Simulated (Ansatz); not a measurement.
# Al2Ga3Sb5: what the fields show

```
CELL_PARAMETERS angstrom
4.39824 0.00000 0.00000
0.00000 4.39824 0.00000
0.00000 0.00000 31.08462
ATOMIC_POSITIONS crystal
Al 0.00000 0.50000 0.35005
Al 0.50000 0.00000 0.85005
Al 0.00000 0.50000 0.14995
Al 0.50000 0.00000 0.64995
Ga 0.50000 0.00000 0.25000
Ga 0.00000 0.50000 0.75000
Ga 0.50000 0.00000 0.45017
Ga 0.00000 0.50000 0.95017
Ga 0.50000 0.00000 0.04983
Ga 0.00000 0.50000 0.54983
Sb 0.50000 0.50000 0.20001
Sb 0.00000 0.00000 0.70001
Sb 0.00000 0.00000 0.29999
Sb 0.50000 0.50000 0.79999
Sb 0.50000 0.50000 0.40012
Sb 0.00000 0.00000 0.90012
Sb 0.50000 0.50000 0.00000
Sb 0.00000 0.00000 0.50000
Sb 0.00000 0.00000 0.09988
Sb 0.50000 0.50000 0.59988
```

Space group I-4m2; a structure generated by program, which may or may not match a known phase.

Theory: DFT PBE, scalar-relativistic, plane waves, PAW in Ansatz.

Core electrons are frozen (PAW), and the valence fields are smoothed inside the atomic spheres.

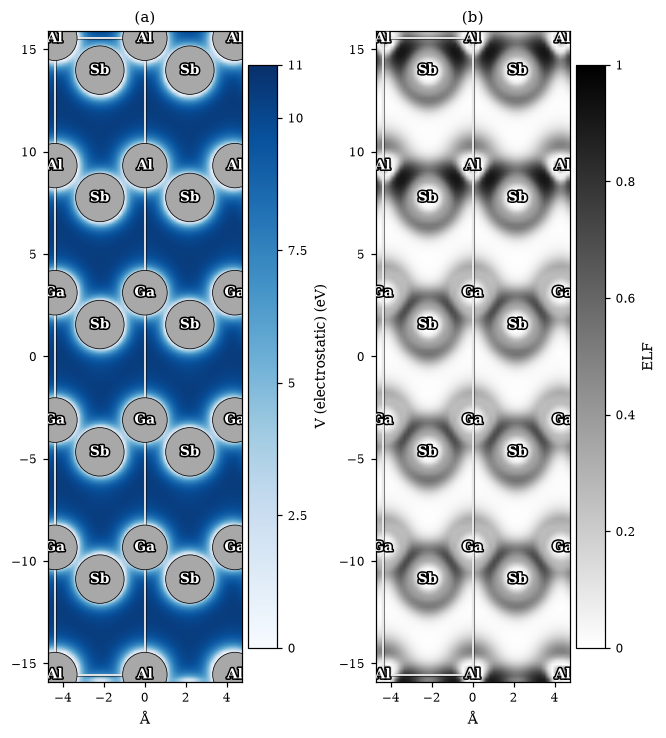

Figure 1. (a) electrostatic potential (local pseudopotential plus Hartree) felt by an electron; (b) ELF on the (100) plane of the conventional cell. Grey discs cover the atomic cores in the potential map.

### What do the fields say about this system?

The section cuts through Al, Ga and Sb sites.
Ga–Sb (2.69 Å): the ELF peaks at about 0.70 between the atoms.
Al–Sb (2.69 Å): the ELF peaks at about 0.90 between the atoms: a covalent bond.
The features right at Ga lie inside the PAW spheres, where the map follows smoothed inner orbitals and isn't to be read closely.
Outside the cores the potential energy rises away from the atoms and is highest about 2.6 Å from the nearest atoms; its zero is arbitrary.

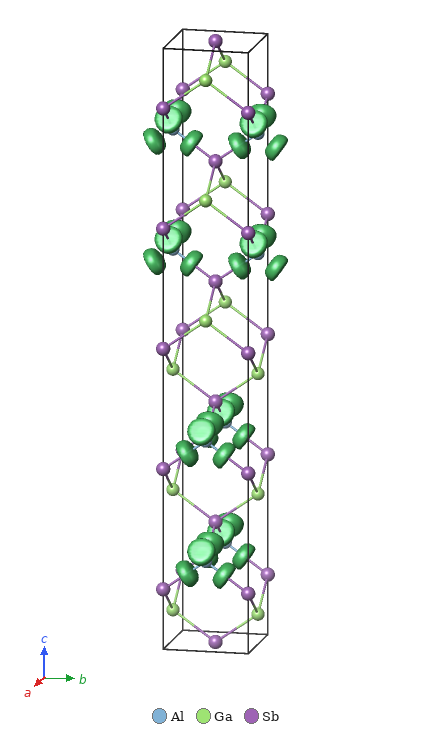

Figure 2. Isosurface of the ELF at 0.75 (green), seen slightly off an axis. Only the valence region is drawn (cores and ρ < 0.01 e/Å³ removed). Sticks mark near contacts.

### What do the ELF domains correspond to?

The ELF exceeds this value in 16 regions between bonded Al–Sb atoms (shared pairs), counted in one cell of 20 atoms. Any copies at cell faces, edges or corners count once.
